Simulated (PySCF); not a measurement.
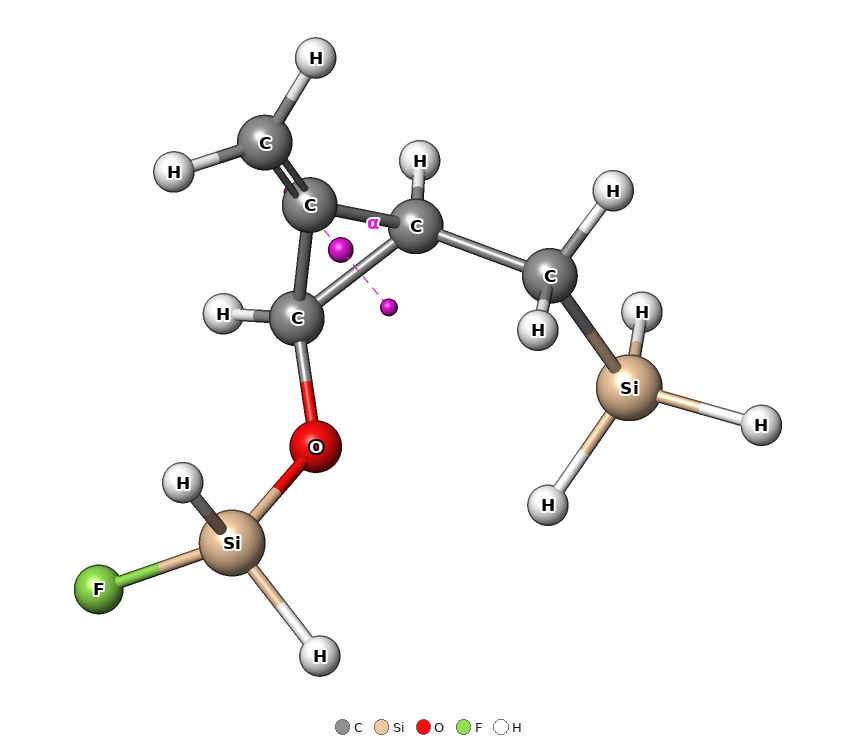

The small points mark where nucleus-independent chemical shifts (NICS) were computed: at the centre of each lettered ring and 1 Å above and below it. The computed structure is the end point of a GFN2-xTB optimisation. No frequency run is at hand to confirm it as a minimum. Level of theory: GIAO PBE0/pcSseg-1 NMR shielding, non-relativistic, gas phase (PySCF 2.14.0).

Give NICS(0), NICS(1) and the out-of-plane component NICS(1)zz for each ring (means of the two sides).

| ring | members | NICS(0) | NICS(1) | NICS(1)zz |
| --- | --- | --- | --- | --- |
| α | C3 | −27.1 | −7.5 | −15.7 |

Values in ppm.

The geometry is semi-empirical. Around Si such bond lengths and angles can be off by a tenth of an ångström or more and by several degrees, and values that hang on the shape move with them.
